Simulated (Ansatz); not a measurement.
## TiAl: response to strain

Consider TiAl (space group P4/mmm, No. 123; a = 2.813 Å, c = 4.062 Å; relaxed with 0.1 eV smearing).

Strains are applied to the cell and any free atomic positions relax.

All numbers come from r2SCAN (Ansatz, a first-principles code; PAW; 500 eV plane waves; no spin-orbit coupling).

Notes on the quantities. energy relative to the base: free energy F.

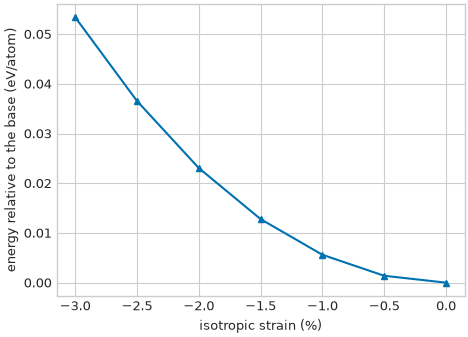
*Energy relative to the base against isotropic strain*

```json
[
 {"isotropic strain (%)": "-3", "energy relative to the base": "+53 meV/atom"},
 {"isotropic strain (%)": "-2.5", "energy relative to the base": "+37 meV/atom"},
 {"isotropic strain (%)": "-2", "energy relative to the base": "+23 meV/atom"},
 {"isotropic strain (%)": "-1.5", "energy relative to the base": "+13 meV/atom"},
 {"isotropic strain (%)": "-1", "energy relative to the base": "+5.6 meV/atom"},
 {"isotropic strain (%)": "-0.5", "energy relative to the base": "+1.4 meV/atom"}
]
```

Whether these cells are dynamically stable was not tested. The final runs are not spin-polarised.
